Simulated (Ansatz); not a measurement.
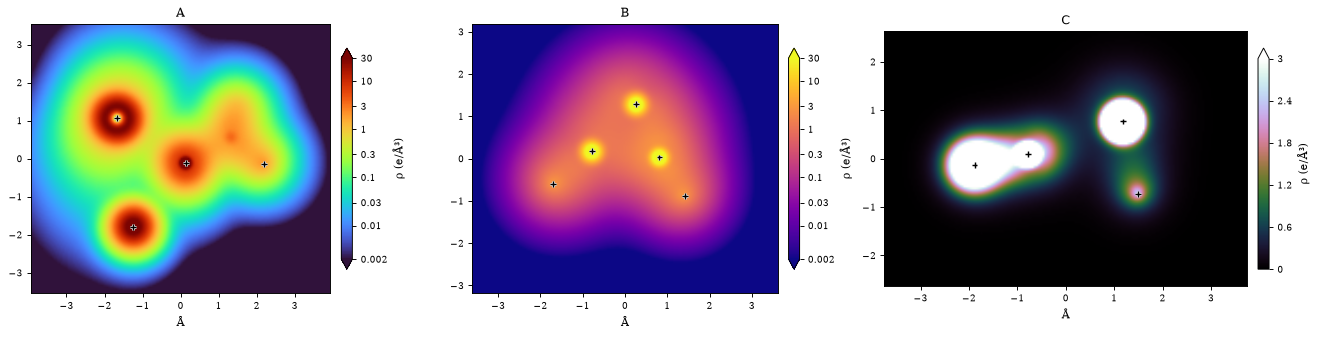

The electron density of 3 systems, each on a plane through atoms (crosses mark nuclei in the plane).

The calculation used Ansatz, isolated molecule in a Gaussian basis; Kohn-Sham density functional theory, functional PBE0.

System 1: CH$_{4}$NaOSb (SMILES C[O+]1[Na-][SbH]1), the plane of atoms Na2, Sb4 and O3. Geometry: PBE-D3(BJ)/def2-SVP; core potentials replace the inner electrons of Sb.

```json
{"atom": "C", "x (Å)": "-0.0176", "y (Å)": "1.9086", "z (Å)": "0.5381"}
{"atom": "Na", "x (Å)": "3.3998", "y (Å)": "1.3304", "z (Å)": "1.0803"}
{"atom": "O", "x (Å)": "1.2980", "y (Å)": "1.4087", "z (Å)": "0.5153"}
{"atom": "Sb", "x (Å)": "1.5247", "y (Å)": "-0.7293", "z (Å)": "0.2922"}
{"atom": "H", "x (Å)": "0.0108", "y (Å)": "3.0232", "z (Å)": "0.5523"}
{"atom": "H", "x (Å)": "-0.6079", "y (Å)": "1.5993", "z (Å)": "-0.3576"}
{"atom": "H", "x (Å)": "-0.5892", "y (Å)": "1.5745", "z (Å)": "1.4389"}
{"atom": "H", "x (Å)": "1.1811", "y (Å)": "-0.9853", "z (Å)": "1.9954"}
```

System 2: CH$_{2}$B$_{2}$, the molecular plane. Geometry: PBE0-D3(BJ)/def2-SVP.

```xyz
5

C    -0.7178   -0.7361   -0.5168
B    -0.4977   -0.5736    0.8275
B     0.7525   -0.3138   -0.0202
H    -1.0641   -0.9057   -1.5340
H     1.7939   -0.0844   -0.5602
```

System 3: CHOSi (SMILES O=C=[SiH+]) (charge +1), the molecular plane. Geometry: PBE0-D3(BJ)/def2-SVP.

```yaml
atoms:
  - { symbol: C, position_ang: [1.4667, -0.0327, -0.2908] }
  - { symbol: O, position_ang: [2.3363, -0.5108, -0.8048] }
  - { symbol: Si, position_ang: [0.0344, 0.9635, 0.8476] }
  - { symbol: H, position_ang: [-0.9202, 0.3560, -0.1729] }
```

Q: Match each panel to its system.

A: Panel A is system 1, CH$_{4}$NaOSb: the plane holds Na, O, Sb and H. Sb–O (2.16 Å): ρ is about 0.56 e/Å³ halfway. Panel B is system 2, CH$_{2}$B$_{2}$: the plane holds C, B and H. C–B (1.37 Å): the density is about 1.8 e/Å³ at the midpoint. Panel C is system 3, CHOSi: the plane holds C, O, Si and H. C–O (1.12 Å): ρ at the midpoint is about 4.3 e/Å³.
